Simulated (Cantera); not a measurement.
Input: 1 mol B, 4.3 mol H2, held at 17.3 Torr.

Cantera equilibrium calculation (NASA polynomials, part measured and part estimated; ideal gas, pure solids and liquids). Candidate condensed phases: B; 7 gas species. The tables' values for BH2 are old estimates; treat these amounts as uncertain. Gases not in the tables: B2H6 and higher boranes. The numbers say what is thermodynamically allowed, not how fast it happens.

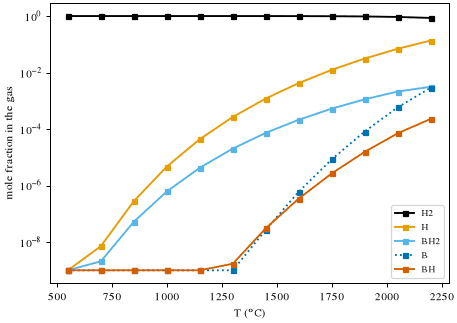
Equilibrium gas composition (values under 1e-9 drawn at 1e-9)

### Question
Read off the mole fractions at 1450 °C.

### Answer
H2 about 1.00, H about 0.0012, BH2 about 7.3e-5, BH about 3.1e-8, B about 2.7e-8.
